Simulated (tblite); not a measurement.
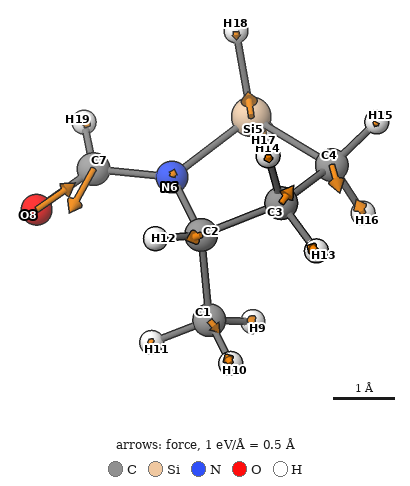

Starting geometry of C5H11NOSi (charge +1, multiplicity 2) with the computed forces as orange arrows. Style: ball-and-stick. Shown at a tilt.

All numbers below come from tblite, GFN2-xTB geometry optimisation, gas phase. 

### Is this structure relaxed? If not, where do the atoms go?

It isn't relaxed: the largest force vector, on C7, is 1.98 eV/Å. The final displacements have little in common with the starting forces (cosine between the two patterns 0.27). Over 60 geometry steps the energy falls by 0.213 eV. The largest move after the best rigid fit is that of H19, 0.23 Å. Largest moves by element: H 0.23 Å, O 0.16 Å, C 0.11 Å, N 0.08 Å, Si 0.06 Å. Near-neighbour distances that change, for instance: C4–Si5 1.900 → 1.939 Å, C2–N6 1.471 → 1.440 Å, C7–O8 1.223 → 1.197 Å, C3–C4 1.542 → 1.517 Å. Bond angles that change, for instance: C2–N6–C7 125.5° → 118.1°, H17–Si5–H18 115.2° → 120.4°, C2–C3–H13 112.5° → 108.8°.
